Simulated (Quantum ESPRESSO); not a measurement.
# The valence band of ScAl3 as photoemission sees it, part 15 of 18

Aim: the valence spectrum of ScAl3 from He I to hard X-rays, and which orbitals make each feature.

Quantum ESPRESSO 7.5; DFT, PBE, plane waves, ultrasoft GBRV pseudopotentials, scalar-relativistic (the session's first sound run).

So far, pressure (GPa): step 2 (the base run: self-consistent run) 0.955; step 6 (PBEsol ultrasoft GBRV, potentials gbrv-PBEsol-1.5) -1.33; step 10 (scale 0.96) 4.97; step 14 (other settings: self-consistent run: diagonalization = "cg") 0.96.

**16. Projected DOS and spectra: diagonalization = "cg"**

Level of this step: DFT, PBE, plane waves, ultrasoft GBRV pseudopotentials, scalar-relativistic; changed: diagonalization = "cg" (Quantum ESPRESSO).

projwfc.x splits the states by atom and shell, which the spectra need, since each shell has its own cross section.

Contents of projwfc.in:

```
&projwfc
  prefix = 'pes'
  outdir = './tmp'
  filpdos = 'pes'
  ngauss = 0
  degauss = 0.00735
  DeltaE = 0.05
  Emin = -20.77
  Emax = 21.23
/
```

Launch:

```bash
OMP_NUM_THREADS=1 mpirun -n 4 projwfc.x -nk 4 -in projwfc.in > projwfc.out
```

What it wrote:

```text
[banner, memory and clock lines left out]
Program PROJWFC v.7.5 starts

          URL

     ./tmp/pes.save/

     IMPORTANT: XC functional enforced from input :
     Exchange-correlation= PBE
                           (   1   4   3   4   0   0   0)
     Any further DFT definition will be discarded
     Please, verify this is what you really want

     G-vector sticks info

     Check: negative core charge=   -0.000001

     Gaussian broadening (read from input): ngauss,degauss=   0    0.007350

     Calling projwave ....

  Problem Sizes
  natomwfc =           25
  nbnd     =           22
  nkstot   =          120
  npwx     =         1996
  nkb      =           45

     Atomic states used for projection
     (read from pseudopotential files):

     state #   1: atom   1 (Sc ), wfc  1 (l=0 m= 1)
     state #   2: atom   1 (Sc ), wfc  2 (l=1 m= 1)
     state #   3: atom   1 (Sc ), wfc  2 (l=1 m= 2)
     state #   4: atom   1 (Sc ), wfc  2 (l=1 m= 3)
     state #   5: atom   1 (Sc ), wfc  3 (l=0 m= 1)
     state #   6: atom   1 (Sc ), wfc  4 (l=2 m= 1)
     state #   7: atom   1 (Sc ), wfc  4 (l=2 m= 2)
     state #   8: atom   1 (Sc ), wfc  4 (l=2 m= 3)
     state #   9: atom   1 (Sc ), wfc  4 (l=2 m= 4)
     state #  10: atom   1 (Sc ), wfc  4 (l=2 m= 5)
     state #  11: atom   1 (Sc ), wfc  5 (l=1 m= 1)
     state #  12: atom   1 (Sc ), wfc  5 (l=1 m= 2)
     state #  13: atom   1 (Sc ), wfc  5 (l=1 m= 3)
     state #  14: atom   2 (Al ), wfc  1 (l=0 m= 1)
     state #  15: atom   2 (Al ), wfc  2 (l=1 m= 1)
     state #  16: atom   2 (Al ), wfc  2 (l=1 m= 2)
     state #  17: atom   2 (Al ), wfc  2 (l=1 m= 3)
     state #  18: atom   3 (Al ), wfc  1 (l=0 m= 1)
     state #  19: atom   3 (Al ), wfc  2 (l=1 m= 1)
     state #  20: atom   3 (Al ), wfc  2 (l=1 m= 2)
     state #  21: atom   3 (Al ), wfc  2 (l=1 m= 3)
     state #  22: atom   4 (Al ), wfc  1 (l=0 m= 1)
     state #  23: atom   4 (Al ), wfc  2 (l=1 m= 1)
     state #  24: atom   4 (Al ), wfc  2 (l=1 m= 2)
     state #  25: atom   4 (Al ), wfc  2 (l=1 m= 3)

 k =   0.0000000000  0.0000000000  0.0000000000
==== e(   1) =   -39.77728 eV ====
     psi = 0.979*[#   1]+0.007*[#  14]+0.007*[#  18]+0.007*[#  22]
    |psi|^2 = 1.000
==== e(   2) =   -18.47771 eV ====
     psi = 0.327*[#   2]+0.327*[#   3]+0.327*[#   4]+0.003*[#  16]+0.003*[#  17]
          +0.003*[#  19]+0.003*[#  21]+0.003*[#  23]+0.003*[#  24]+0.001*[#  11]
          +0.001*[#  12]+0.001*[#  13]
    |psi|^2 = 1.000
==== e(   3) =   -18.47771 eV ====
     psi = 0.327*[#   2]+0.327*[#   3]+0.327*[#   4]+0.003*[#  16]+0.003*[#  17]
          +0.003*[#  19]+0.003*[#  21]+0.003*[#  23]+0.003*[#  24]+0.001*[#  11]
          +0.001*[#  12]+0.001*[#  13]
    |psi|^2 = 1.000
==== e(   4) =   -18.47771 eV ====
     psi = 0.327*[#   2]+0.327*[#   3]+0.327*[#   4]+0.003*[#  16]+0.003*[#  17]
          +0.003*[#  19]+0.003*[#  21]+0.003*[#  23]+0.003*[#  24]+0.001*[#  11]
          +0.001*[#  12]+0.001*[#  13]
    |psi|^2 = 1.000
==== e(   5) =    -0.84640 eV ====
     psi = 0.354*[#   5]+0.209*[#  14]+0.209*[#  18]+0.209*[#  22]+0.016*[#   1]

    |psi|^2 = 0.996
==== e(   6) =     6.59504 eV ====
     psi = 0.261*[#   6]+0.261*[#   9]+0.146*[#  14]+0.146*[#  18]+0.146*[#  22]

    |psi|^2 = 0.960
==== e(   7) =     6.59504 eV ====
     psi = 0.261*[#   6]+0.261*[#   9]+0.146*[#  14]+0.146*[#  18]+0.146*[#  22]

    |psi|^2 = 0.960
==== e(   8) =     7.37002 eV ====
     psi = 0.121*[#  15]+0.121*[#  20]+0.121*[#  25]+0.095*[#  16]+0.095*[#  17]
          +0.095*[#  19]+0.095*[#  21]+0.095*[#  23]+0.095*[#  24]+0.019*[#  11]
          +0.019*[#  12]+0.019*[#  13]+0.003*[#   2]+0.003*[#   3]+0.003*[#   4]

    |psi|^2 = 0.998
==== e(   9) =     7.37002 eV ====
     psi = 0.121*[#  15]+0.121*[#  20]+0.121*[#  25]+0.095*[#  16]+0.095*[#  17]
          +0.095*[#  19]+0.095*[#  21]+0.095*[#  23]+0.095*[#  24]+0.019*[#  11]
          +0.019*[#  12]+0.019*[#  13]+0.003*[#   2]+0.003*[#   3]+0.003*[#   4]

    |psi|^2 = 0.998
==== e(  10) =     7.37002 eV ====
     psi = 0.121*[#  15]+0.121*[#  20]+0.121*[#  25]+0.095*[#  16]+0.095*[#  17]
          +0.095*[#  19]+0.095*[#  21]+0.095*[#  23]+0.095*[#  24]+0.019*[#  11]
          +0.019*[#  12]+0.019*[#  13]+0.003*[#   2]+0.003*[#   3]+0.003*[#   4]

    |psi|^2 = 0.998
==== e(  11) =    10.51078 eV ====
     psi = 0.466*[#   5]+0.087*[#  14]+0.087*[#  18]+0.087*[#  22]+0.003*[#   1]

    |psi|^2 = 0.731
==== e(  12) =    10.53169 eV ====
     psi = 0.305*[#   7]+0.305*[#   8]+0.305*[#  10]
    |psi|^2 = 0.914
==== e(  13) =    10.53169 eV ====
     psi = 0.305*[#   7]+0.305*[#   8]+0.305*[#  10]
    |psi|^2 = 0.914
==== e(  14) =    10.53169 eV ====
     psi = 0.305*[#   7]+0.305*[#   8]+0.305*[#  10]
    |psi|^2 = 0.914
==== e(  15) =    13.94482 eV ====
     psi = 0.229*[#   6]+0.229*[#   9]+0.177*[#  14]+0.177*[#  18]+0.177*[#  22]

    |psi|^2 = 0.988
==== e(  16) =    13.94482 eV ====
     psi = 0.229*[#   6]+0.229*[#   9]+0.177*[#  14]+0.177*[#  18]+0.177*[#  22]

    |psi|^2 = 0.988
[...]
psi = 0.165*[#  16]+0.165*[#  17]+0.165*[#  19]+0.165*[#  21]+0.165*[#  23]
          +0.165*[#  24]
[...]
psi = 0.165*[#  16]+0.165*[#  17]+0.165*[#  19]+0.165*[#  21]+0.165*[#  23]
          +0.165*[#  24]
[...]
psi = 0.165*[#  16]+0.165*[#  17]+0.165*[#  19]+0.165*[#  21]+0.165*[#  23]
          +0.165*[#  24]
[...]
psi = 0.024*[#   7]+0.024*[#   8]+0.024*[#  10]
[...]
psi = 0.024*[#   7]+0.024*[#   8]+0.024*[#  10]
[...]
psi = 0.024*[#   7]+0.024*[#   8]+0.024*[#  10]
[...]
k =   0.0000000000  0.0000000000  0.0714285714
[...]
psi = 0.973*[#   1]+0.006*[#  14]+0.006*[#  18]+0.006*[#  22]+0.001*[#  16]
          +0.001*[#  17]+0.001*[#  19]+0.001*[#  21]+0.001*[#  23]+0.001*[#  24]

[...]
+0.002*[#  19]+0.002*[#  21]+0.002*[#  23]+0.002*[#  24]+0.001*[#  11]
          +0.001*[#  12]+0.001*[#  13]
[...]
+0.003*[#  19]+0.003*[#  21]+0.003*[#  23]+0.003*[#  24]+0.001*[#  11]
          +0.001*[#  12]+0.001*[#  13]
[...]
+0.003*[#  19]+0.003*[#  21]+0.003*[#  23]+0.003*[#  24]+0.001*[#  11]
          +0.001*[#  12]+0.001*[#  13]
[...]
+0.008*[#  11]+0.008*[#  12]+0.008*[#  13]+0.004*[#  15]+0.004*[#  20]
          +0.004*[#  25]+0.002*[#  16]+0.002*[#  17]+0.002*[#  19]+0.002*[#  21]
          +0.002*[#  23]+0.002*[#  24]
[...]
+0.034*[#  15]+0.034*[#  20]+0.034*[#  25]+0.032*[#  16]+0.032*[#  17]
[...]
+0.054*[#  24]
[...]
+0.031*[#  22]
[...]
+0.019*[#  24]+0.003*[#   6]+0.003*[#   9]
[...]
k =   0.0000000000  0.0000000000  0.2142857143
[...]
+0.002*[#   5]+0.002*[#  14]+0.002*[#  18]+0.002*[#  22]
[...]
+0.001*[#  21]+0.001*[#  23]+0.001*[#  24]
[...]
+0.001*[#  12]+0.001*[#  13]
[...]
+0.016*[#  24]
[...]
+0.002*[#   2]+0.002*[#   3]+0.002*[#   4]
[...]
+0.002*[#   2]+0.002*[#   3]+0.002*[#   4]
[...]
+0.005*[#  11]+0.005*[#  12]+0.005*[#  13]
[...]
psi = 0.310*[#   7]+0.310*[#   8]+0.310*[#  10]
[...]
+0.008*[#   1]+0.006*[#  15]+0.006*[#  20]+0.006*[#  25]
[...]
+0.048*[#  24]
[...]
+0.004*[#   1]
[...]
+0.015*[#  24]+0.002*[#   6]+0.002*[#   9]
[...]
k =   0.0000000000  0.0000000000  0.2857142857
[...]
+0.001*[#   2]+0.001*[#   3]+0.001*[#   4]
[...]
+0.001*[#   2]+0.001*[#   3]+0.001*[#   4]
[...]
psi = 0.313*[#   7]+0.313*[#   8]+0.313*[#  10]
[...]
+0.012*[#  21]+0.012*[#  23]+0.012*[#  24]+0.005*[#   1]
[...]
+0.007*[#  25]+0.001*[#  11]+0.001*[#  12]+0.001*[#  13]
[...]
k =   0.0000000000  0.0000000000  0.3571428571
[...]
+0.002*[#  22]+0.002*[#  15]+0.002*[#  20]+0.002*[#  25]
[...]
psi = 0.317*[#   7]+0.317*[#   8]+0.317*[#  10]
[...]
+0.006*[#  14]+0.006*[#  18]+0.006*[#  22]+0.003*[#   1]
[...]
+0.008*[#  25]+0.001*[#  11]+0.001*[#  12]+0.001*[#  13]
[...]
psi = 0.005*[#   7]+0.005*[#   8]+0.005*[#  10]
[...]
k =   0.0000000000  0.0000000000  0.4285714286
[...]
+0.002*[#  22]+0.002*[#  15]+0.002*[#  20]+0.002*[#  25]
[...]
psi = 0.319*[#   7]+0.319*[#   8]+0.319*[#  10]
[...]
psi = 0.001*[#   7]+0.001*[#   8]+0.001*[#  10]
[...]
+0.005*[#  25]+0.001*[#  11]+0.001*[#  12]+0.001*[#  13]
[...]
k =   0.0000000000  0.0000000000 -0.5000000000
[...]
psi = 0.327*[#  14]+0.327*[#  18]+0.327*[#  22]
[...]
+0.134*[#  24]+0.059*[#  11]+0.059*[#  12]+0.059*[#  13]
[...]
+0.134*[#  24]+0.059*[#  11]+0.059*[#  12]+0.059*[#  13]
[...]
psi = 0.320*[#   7]+0.320*[#   8]+0.320*[#  10]
[...]
k =   0.0000000000  0.0714285714  0.0714285714
[...]
+0.002*[#  19]+0.002*[#  21]+0.002*[#  23]+0.002*[#  24]
[...]
+0.006*[#  13]+0.001*[#   2]+0.001*[#   3]+0.001*[#   4]
[...]
+0.010*[#  19]+0.010*[#  21]+0.010*[#  23]+0.010*[#  24]
[...]
k =   0.0000000000  0.0714285714  0.1428571429
[...]
k =   0.0000000000  0.0714285714  0.2142857143
[...]
k =   0.0000000000  0.0714285714  0.2857142857
[...]
k =   0.0000000000  0.0714285714  0.3571428571
[...]
k =   0.0000000000  0.0714285714  0.4285714286
[...]
k =   0.0000000000  0.0714285714 -0.5000000000
[...]
+0.034*[#  12]+0.034*[#  13]
[...]
+0.029*[#  23]+0.029*[#  24]
[...]
+0.009*[#  20]+0.009*[#  25]
[...]
==== e(  
[... cut ...]
2 = 0.548

 k =   0.2857142857  0.3571428571  0.4285714286
[...]
+0.002*[#   6]+0.002*[#   9]
[...]
+0.001*[#   5]
[...]
+0.002*[#   5]
[...]
+0.004*[#   6]+0.004*[#   9]
[...]
+0.003*[#   9]
[...]
k =   0.2857142857  0.3571428571 -0.5000000000
[...]
+0.002*[#  13]
[...]
+0.002*[#   4]
[...]
+0.003*[#   3]+0.003*[#   4]
[...]
+0.002*[#   4]
[...]
+0.003*[#   3]+0.003*[#   4]
[...]
+0.002*[#   3]+0.002*[#   4]
[...]
+0.001*[#  13]
[...]
+0.006*[#   1]+0.004*[#  14]+0.004*[#  18]+0.004*[#  22]
[...]
+0.081*[#  22]+0.022*[#  15]+0.022*[#  20]+0.022*[#  25]
[...]
+0.004*[#  11]+0.004*[#  12]+0.004*[#  13]
[...]
+0.010*[#  23]+0.010*[#  24]+0.006*[#   6]+0.006*[#   9]
[...]
+0.002*[#  11]+0.002*[#  12]+0.002*[#  13]
[...]
+0.002*[#  14]+0.002*[#  18]+0.002*[#  22]
[...]
+0.011*[#  14]+0.011*[#  18]+0.011*[#  22]
[...]
+0.001*[#  11]+0.001*[#  12]+0.001*[#  13]
[...]
k =   0.2857142857  0.4285714286  0.4285714286
[...]
+0.002*[#  13]
[...]
+0.004*[#  19]+0.004*[#  21]+0.004*[#  23]+0.004*[#  24]
[...]
+0.005*[#  19]+0.005*[#  21]+0.005*[#  23]+0.005*[#  24]
[...]
+0.003*[#  19]+0.003*[#  21]+0.003*[#  23]+0.003*[#  24]
[...]
+0.002*[#   2]+0.002*[#   3]+0.002*[#   4]
    |psi|^2 = 0.996
==== e(   6) =     4.04328 eV ====
     psi = 0.150*[#  14]+0.150*[#  18]+0.150*[#  22]+0.062*[#  11]+0.062*[#  12]
[...]
+0.003*[#   4]+0.002*[#   6]+0.002*[#   9]
    |psi|^2 = 0.994
==== e(   7) =     4.16792 eV ====
     psi = 0.128*[#  14]+0.128*[#  18]+0.128*[#  22]+0.047*[#   7]+0.047*[#   8]
[...]
|psi|^2 = 0.995
==== e(   8) =     5.91448 eV ====
     psi = 0.103*[#  16]+0.103*[#  17]+0.103*[#  19]+0.103*[#  21]+0.103*[#  23]
[...]
|psi|^2 = 0.996
==== e(   9) =     6.28550 eV ====
     psi = 0.115*[#  15]+0.115*[#  20]+0.115*[#  25]+0.056*[#  16]+0.056*[#  17]
[...]
+0.002*[#   2]+0.002*[#   3]+0.002*[#   4]
    |psi|^2 = 0.994
==== e(  10) =     7.19087 eV ====
     psi = 0.097*[#  16]+0.097*[#  17]+0.097*[#  19]+0.097*[#  21]+0.097*[#  23]
          +0.097*[#  24]+0.075*[#   7]+0.075*[#   8]+0.075*[#  10]+0.035*[#  14]
          +0.035*[#  18]+0.035*[#  22]+0.018*[#  11]+0.018*[#  12]+0.018*[#  13]
          +0.005*[#   6]+0.005*[#   9]+0.003*[#   2]+0.003*[#   3]+0.003*[#   4]

    |psi|^2 = 0.992
==== e(  11) =     7.60740 eV ====
     psi = 0.079*[#   7]+0.079*[#   8]+0.079*[#  10]+0.072*[#  15]+0.072*[#  20]
          +0.072*[#  25]+0.067*[#  14]+0.067*[#  18]+0.067*[#  22]+0.051*[#  16]
          +0.051*[#  17]+0.051*[#  19]+0.051*[#  21]+0.051*[#  23]+0.051*[#  24]
          +0.009*[#   5]+0.003*[#  11]+0.003*[#  12]+0.003*[#  13]+0.002*[#   6]
          +0.002*[#   9]+0.002*[#   2]+0.002*[#   3]+0.002*[#   4]
    |psi|^2 = 0.985
==== e(  12) =    11.20160 eV ====
     psi = 0.508*[#   5]+0.151*[#   6]+0.151*[#   9]+0.024*[#   7]+0.024*[#   8]
          +0.024*[#  10]+0.021*[#  11]+0.021*[#  12]+0.021*[#  13]+0.009*[#   1]
          +0.003*[#  14]+0.003*[#  18]+0.003*[#  22]+0.001*[#  16]+0.001*[#  17]
          +0.001*[#  19]+0.001*[#  21]+0.001*[#  23]+0.001*[#  24]
    |psi|^2 = 0.972
==== e(  13) =    11.77093 eV ====
     psi = 0.474*[#   6]+0.474*[#   9]+0.005*[#  16]+0.005*[#  17]+0.005*[#  19]
          +0.005*[#  21]+0.005*[#  23]+0.005*[#
```

Run time: 1.5 s. Hardware: 4 MPI ranks of Arm Neoverse V1, shared host.

Numbers from this step:

```yaml
share_of_occupied_states_in_no_projected_shell: 0.0052 of the occupied states in the window
dos_at_the_fermi_level: 1.254 states/eV/cell
```

The DOS has structure finer than the step of the table below, so its rows give means over 2.5 eV, whole bins alone (the curve runs from -29.5 to 6.58 eV). Peaks (eV: height): total -27.72: 31.4, 2.38: 4.54; Al 3p -2.82: 1.35, -2.22: 1.54, -1.72: 2.07, 6.48: 1.71; Sc 3d -1.72: 1.01, 2.38: 2.96, 3.98: 1.71, 6.48: 0.700; Al 3s 3.48: 0.799, 3.98: 0.763, 4.58: 0.611, 5.68: 0.615; Sc 4p -5.42: 0.273, 2.88: 0.349, 3.48: 0.311, 5.78: 0.278.

The DOS by E, zero at the Fermi level; means over each step; values in states/eV/cell:

| E (eV) | total | Al 3p | Sc 3d | Al 3s | Sc 4p | Sc 4s | Sc 3p |
| --- | --- | --- | --- | --- | --- | --- | --- |
| -27.5 | 2.40 | 0.0351 | 1.9e-4 | 0.00498 | 0.00457 | 3.2e-4 | 2.35 |
| -25.0 | 0 | 0 | 0 | 0 | 0 | 0 | 0 |
| -22.5 | 0 | 0 | 0 | 0 | 0 | 0 | 0 |
| -20.0 | 0 | 0 | 0 | 0 | 0 | 0 | 0 |
| -17.5 | 0 | 0 | 0 | 0 | 0 | 0 | 0 |
| -15.0 | 0 | 0 | 0 | 0 | 0 | 0 | 0 |
| -12.5 | 0 | 0 | 0 | 0 | 0 | 0 | 0 |
| -10.0 | 0.197 | 0.0448 | 7.9e-4 | 0.0783 | 0.0382 | 0.0339 | 0 |
| -7.5 | 0.759 | 0.306 | 0.0325 | 0.223 | 0.153 | 0.0416 | 0 |
| -5.0 | 1.19 | 0.503 | 0.132 | 0.367 | 0.149 | 0.0349 | 0 |
| -2.5 | 1.96 | 1.17 | 0.463 | 0.192 | 0.0972 | 0.0271 | 0 |
| 0.0 | 1.65 | 0.685 | 0.680 | 0.155 | 0.0501 | 0.0276 | 0 |
| 2.5 | 3.17 | 0.655 | 1.61 | 0.383 | 0.216 | 0.157 | 0 |
| 5.0 | 2.49 | 0.891 | 0.647 | 0.480 | 0.190 | 0.0794 | 0 |

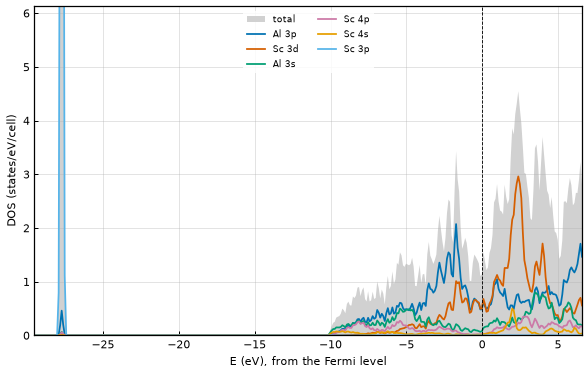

DOS, plotted against E. The peaks of deep states run off the scale.

Simulated valence spectra by photon energy, shown to 13 eV, since a deeper line would dwarf them at some energies; the 100 % can be that line's tail at the edge; this run's widths, added to any smearing of the DOS itself: Gaussian 0.2 eV, Lorentzian 0.05 eV plus 0.03 an eV of depth. The intensity by binding energy, zero at the Fermi level; values in % of the maximum within 13 eV:

| binding energy (eV) | 21.2 eV | 100 eV | 1486.7 eV | 2984.3 eV | 8047.8 eV |
| --- | --- | --- | --- | --- | --- |
| 0 | 29.8 | 28.0 | 22.3 | 15.7 | 12.2 |
| 2 | 63.6 | 66.7 | 72.6 | 53.5 | 41.7 |
| 4 | 21.6 | 26.1 | 71.3 | 68.3 | 66.9 |
| 6 | 9.59 | 15.1 | 70.5 | 71.1 | 72.1 |
| 8 | 4.54 | 8.94 | 56.3 | 57.2 | 57.7 |
| 10 | 0.710 | 1.76 | 17.8 | 19.1 | 20.6 |
| 12 | - | 0.365 | 3.39 | 2.86 | 2.12 |

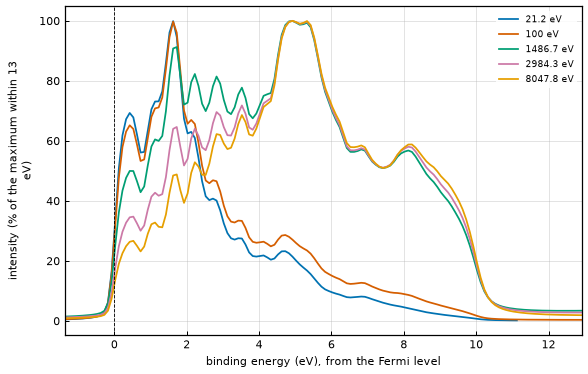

Intensity, plotted against binding energy.

Maxima picked by a test of local sharpness, so broad peaks and shoulders can be missing; peaks within 0.45 eV of a curve's cut are left out. Valence peaks, by row, the first 40 of 49 rows:

| photon energy (eV) | binding energy (eV) | height (% of the maximum within 13 eV) | main shell | its share (%) |
| --- | --- | --- | --- | --- |
| 21.2 | 4.699 | 23.31 | Sc 3d | 83.52 |
| 21.2 | 4.099 | 21.84 | Sc 3d | 85.53 |
| 21.2 | 3.499 | 27.68 | Sc 3d | 86.44 |
| 21.2 | 2.749 | 40.84 | Sc 3d | 89.41 |
| 21.2 | 2.149 | 63.06 | Sc 3d | 92.76 |
| 21.2 | 1.599 | 100 | Sc 3d | 95.26 |
| 21.2 | 0.4486 | 69.43 | Sc 3d | 96.87 |
| 100 | 27.7 | 238.9 | Sc 3p | 99.65 |
| 100 | 6.849 | 12.71 | Sc 3d | 37.82 |
| 100 | 4.699 | 28.68 | Sc 3d | 57.28 |
| 100 | 4.099 | 26.42 | Sc 3d | 59.68 |
| 100 | 3.499 | 33.6 | Sc 3d | 60.1 |
| 100 | 2.749 | 47.08 | Sc 3d | 65.46 |
| 100 | 2.149 | 67.24 | Sc 3d | 73.42 |
| 100 | 1.649 | 100 | Sc 3d | 79.97 |
| 100 | 0.4486 | 65.35 | Sc 3d | 86.86 |
| 1487 | 27.7 | 3005 | Sc 3p | 99.9 |
| 1487 | 8.149 | 56.79 | Al 3s | 71.67 |
| 1487 | 6.849 | 57.23 | Al 3s | 68.89 |
| 1487 | 5.299 | 99.34 | Al 3s | 76.16 |
| 1487 | 4.899 | 100 | Al 3s | 78.28 |
| 1487 | 3.499 | 77.81 | Al 3s | 60.59 |
| 1487 | 2.849 | 81.57 | Al 3s | 51.08 |
| 1487 | 2.199 | 82.52 | Al 3s | 40.32 |
| 1487 | 1.699 | 92.52 | Al 3p | 35.62 |
| 1487 | 1.149 | 60.56 | Al 3s | 34.88 |
| 1487 | 0.4986 | 50.35 | Sc 3d | 35.33 |
| 2984 | 27.7 | 2324 | Sc 3p | 99.89 |
| 2984 | 8.149 | 58.1 | Al 3s | 76.77 |
| 2984 | 6.849 | 57.62 | Al 3s | 74.99 |
| 2984 | 5.349 | 99.72 | Al 3s | 82.78 |
| 2984 | 4.899 | 100 | Al 3s | 85.78 |
| 2984 | 3.549 | 71.82 | Al 3s | 72.6 |
| 2984 | 2.849 | 69.95 | Al 3s | 65.27 |
| 2984 | 2.249 | 64.03 | Al 3s | 57.2 |
| 2984 | 1.699 | 65.5 | Al 3s | 51.11 |
| 2984 | 1.099 | 42.76 | Al 3s | 54.83 |
| 2984 | 0.4986 | 34.97 | Al 3s | 53.64 |
| 8048 | 27.7 | 1369 | Sc 3p | 99.84 |
| 8048 | 8.199 | 58.94 | Al 3s | 79.41 |

Spectra as before, but with a recipe of its own (widths, and in some runs the light), which changes peak heights and what is resolved: Gaussian 0.2 eV, Lorentzian 0.05 eV plus 0.03 times the binding energy, unpolarised light, analyser at 54.7°, Fermi edge at 300 K; some photon energies differ too.

The two runs compared:

| quantity | this run | base run | difference |
| --- | --- | --- | --- |
| DOS at the Fermi level (states/eV/cell) | 1.2539 | 1.2537 | 2.0e-4 |

(Continued in part 16 of 18.)

[Logs are printed without paths, hosts, clocks, repeated set-up lines and the standing remarks that a program may print on its own settings, such as how far it seeks lower states.]

[Hosts, paths, dates, database ids (printed as entryN), source tags and the programs' standing remarks are cut or masked in the printed files.]

[Maps of the electrostatic potential energy from Ansatz leave out the sawtooth potential of an applied field or a dipole correction, so their vacuum need not be flat; work functions include it.]

[Peak lists hold at most the 14 tallest peaks of each spectrum; further lines can be left out.]
